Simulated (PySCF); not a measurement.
# CH₅BrSi: electronic excitations at several levels of theory, part 2 of 2

PySCF 2.14.0. Atoms count from 0. Earlier steps stand in the parts before.

## 10. Ultraviolet spectrum: PBE0/def2-TZVP

Job settings and geometry (Å):

```
{"job": {"kind": "uv", "xc": "PBE0", "basis": "def2-TZVP"}, "charge": 0, "multiplicity": 1}
C     -0.622020     0.455441     0.362257
Si     1.199916     0.055291     0.443778
Br     2.359168     1.934578     0.785628
H     -0.959362     0.920996     1.300129
H     -0.830666     1.149409    -0.465638
H     -1.201318    -0.467582     0.200827
H      1.689088    -0.539636    -0.832583
H      1.509073    -0.864673     1.575416
```

With the program's defaults for keys left out, this is: TDDFT PBE0/def2-TZVP, vertical, gas phase, core orbitals frozen in the response.

Log:

```text
coarse grid: 31288 points
cycle   1  E = -2904.3418413240  dE = -1.071e+00  |g| = 3.942e-01  |ddm| = 2.045e+00
cycle   2  E = -2904.3395999149  dE =  2.241e-03  |g| = 3.563e-01  |ddm| = 4.733e-01
cycle   3  E = -2904.3681933425  dE = -2.859e-02  |g| = 5.849e-02  |ddm| = 2.612e-01
cycle   4  E = -2904.3689562444  dE = -7.629e-04  |g| = 5.334e-03  |ddm| = 3.996e-02
cycle   5  E = -2904.3689602341  dE = -3.990e-06  |g| = 2.739e-03  |ddm| = 5.431e-03
final grid: 63072 points
cycle   6  E = -2904.3689576127  dE =  7.681e-07  |g| = 3.244e-03  |ddm| = 5.001e-03
cycle   7  E = -2904.3689561016  dE =  1.511e-06  |g| = 4.015e-03  |ddm| = 5.838e-03
cycle   8  E = -2904.3689606855  dE = -4.584e-06  |g| = 2.252e-04  |ddm| = 3.241e-03
cycle   9  E = -2904.3689606937  dE = -8.120e-09  |g| = 1.668e-05  |ddm| = 1.596e-04
cycle  10  E = -2904.3689606937  dE = -5.593e-11  |g| = 4.494e-06  |ddm| = 1.389e-05
converged SCF energy = -2904.3689606937

Static polarisability (au): isotropic 57.863, principal 49.447 54.520 69.623

Singlet excitations
state   eV       nm        f      main configurations
  1   6.8667    180.6   0.01675   H->L 0.97
  2   6.8971    179.8   0.01616   H-1->L 0.97
  3   7.7469    160.0   0.00004   H->L+1 0.95
  4   7.8863    157.2   0.04795   H-1->L+1 0.93
  5   8.4953    145.9   0.00794   H-2->L 0.50, H-1->L+2 0.41
  6   8.5251    145.4   0.00338   H->L+2 0.60, H-1->L+3 0.22, H-4->L 0.15
  7   8.6456    143.4   0.00424   H-1->L+3 0.73, H->L+2 0.16
  8   8.6624    143.1   0.00493   H-1->L+2 0.37, H-2->L 0.29, H-3->L 0.25
  9   8.7201    142.2   0.01554   H->L+3 0.58, H-1->L+2 0.17, H-3->L 0.15
 10   8.7650    141.5   0.00004   H-4->L 0.78, H->L+2 0.19

Triplet excitations (Tamm-Dancoff, eV): 6.4259 6.4668 7.4546 7.5241
```

Wall time 10 s (1 thread of Arm Neoverse V1, shared host); peak memory 0.67 GiB.

In short: HOMO -8.26 eV, LUMO 0.10 eV; lowest singlet 6.87 eV.

## 11. Excited states and response: PBE0/aug-cc-pVDZ

Same as in step 10 but for these lines:

```diff
@@ -1,2 +1,2 @@
-{"job": {"kind": "uv", "xc": "PBE0", "basis": "def2-TZVP"}, "charge": 0, "multiplicity": 1}
+{"job": {"kind": "uv", "xc": "PBE0", "basis": "aug-cc-pVDZ"}, "charge": 0, "multiplicity": 1}
 C     -0.622020     0.455441     0.362257
```

With the program's defaults for keys left out, this is: TDDFT PBE0/aug-cc-pVDZ, vertical, gas phase, core orbitals frozen in the response.

Log:

```text
coarse grid: 31288 points
cycle   1  E = -2904.2928268089  dE = -1.022e+00  |g| = 2.981e-01  |ddm| = 5.348e+00
cycle   2  E = -2904.2887497663  dE =  4.077e-03  |g| = 3.196e-01  |ddm| = 1.304e+00
cycle   3  E = -2904.3174068020  dE = -2.866e-02  |g| = 1.784e-02  |ddm| = 6.434e-01
cycle   4  E = -2904.3175051130  dE = -9.831e-05  |g| = 7.096e-03  |ddm| = 6.221e-02
cycle   5  E = -2904.3175201417  dE = -1.503e-05  |g| = 1.639e-03  |ddm| = 1.972e-02
cycle   6  E = -2904.3175208267  dE = -6.850e-07  |g| = 5.960e-04  |ddm| = 4.642e-03
final grid: 63072 points
cycle   7  E = -2904.3174924949  dE =  1.314e-08  |g| = 6.845e-04  |ddm| = 5.107e-03
cycle   8  E = -2904.3174924321  dE =  6.283e-08  |g| = 8.188e-04  |ddm| = 3.146e-03
cycle   9  E = -2904.3174926532  dE = -2.211e-07  |g| = 3.459e-05  |ddm| = 1.741e-03
cycle  10  E = -2904.3174926536  dE = -3.820e-10  |g| = 4.766e-06  |ddm| = 6.865e-05
converged SCF energy = -2904.3174926536

Static polarisability (au): isotropic 62.286, principal 53.647 59.124 74.087

Singlet excitations
state   eV       nm        f      main configurations
  1   6.6453    186.6   0.02325   H->L 0.73, H->L+1 0.23
  2   6.6748    185.7   0.02134   H-1->L 0.77, H-1->L+1 0.19
  3   7.1326    173.8   0.00198   H->L+1 0.72, H->L 0.22
  4   7.1754    172.8   0.05871   H-1->L+1 0.77, H-1->L 0.17
  5   7.6038    163.1   0.00000   H->L+2 0.93
  6   7.6642    161.8   0.00958   H-1->L+2 0.94
  7   8.0673    153.7   0.03828   H->L+3 0.94
  8   8.0708    153.6   0.01615   H-1->L+3 0.91
  9   8.1284    152.5   0.01978   H-1->L+4 0.79, H-1->L+5 0.08
 10   8.1701    151.8   0.00449   H->L+4 0.54, H->L+5 0.31

Triplet excitations (Tamm-Dancoff, eV): 6.2400 6.2824 6.9908 6.9983
```

Wall time 9.3 s (1 thread of Arm Neoverse V1, shared host); peak memory 0.58 GiB.

This run: HOMO -8.25 eV, LUMO -0.28 eV; lowest singlet 6.65 eV.

## 12. Comparing the runs: electronic excitations

Excitations and ground-state properties, with basis size and wall time:

```tsv
run	lowest singlet (eV)	brightest (eV)	f	gap (eV)	α (Å³)	μ (D)	functions	time
B3LYP/def2-SVPD	6.57	7.31	0.054	7.66	9.30	1.98	125	19 s
PBE0/def2-SVPD	6.72	7.57	0.056	8.15	9.22	2.01	125	17 s
BHandHLYP/def2-SVPD	7.13	8.03	0.065	10.06	8.96	2.06	125	21 s
CAM-B3LYP/def2-SVPD	6.88	7.79	0.059	10.37	9.15	2.03	125	26 s
wB97X-D/def2-SVPD	6.96	8.01	0.061	11.70	9.14	2.05	125	28 s
LC-wPBE/def2-SVPD	7.24	8.47	0.069	12.86	8.94	2.08	125	26 s
PBE0/6-31G*	6.83	9.09	0.147	8.30	7.07	2.32	74	4.4 s
PBE0/def2-SVP	7.00	8.24	0.043	8.52	7.38	2.00	89	5.3 s
PBE0/def2-TZVP	6.87	7.89	0.048	8.36	8.57	1.96	146	10 s
PBE0/aug-cc-pVDZ	6.65	7.18	0.059	7.97	9.23	2.04	131	9.3 s
```

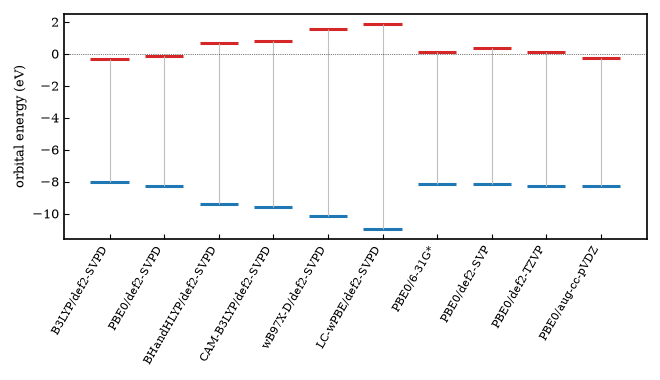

HOMO (blue) and LUMO (red) run by run.

## 13. What came out

This closing draws on all 2 parts.

```
                                quantity                        value
        lowest singlet (B3LYP/def2-SVPD)  6.57 eV (189 nm), f = 0.019
brightest single state of those computed  state 4, 7.31 eV, f = 0.054
                          lowest triplet                      6.19 eV
       vertical ionisation energy (ΔSCF)                     10.55 eV
             range of the lowest singlet              6.57 to 7.24 eV
```

**Reading.** Single values in the summary come from the first run of each kind that ended normally (B3LYP/def2-SVPD), which need not be the best level. The first singlet state (HOMO→LUMO 0.97) lies at 6.57 eV and is weak; of the 10 states computed, the strongest absorption comes from state 4 at 7.31 eV. The lowest triplet lies 0.38 eV below the lowest singlet (triplets in Tamm-Dancoff, singlets in full TDDFT). ΔSCF puts the ionisation energy at 10.55 eV, 2.54 eV above −ε(HOMO). The lowest singlet runs from 6.57 eV (B3LYP/def2-SVPD) to 7.24 eV (LC-wPBE/def2-SVPD), while the orbital gap spans 7.66 to 12.86 eV. The lowest state need not be the same one in every run. The runs solved for a few states only, so the brightest column depends on that window.
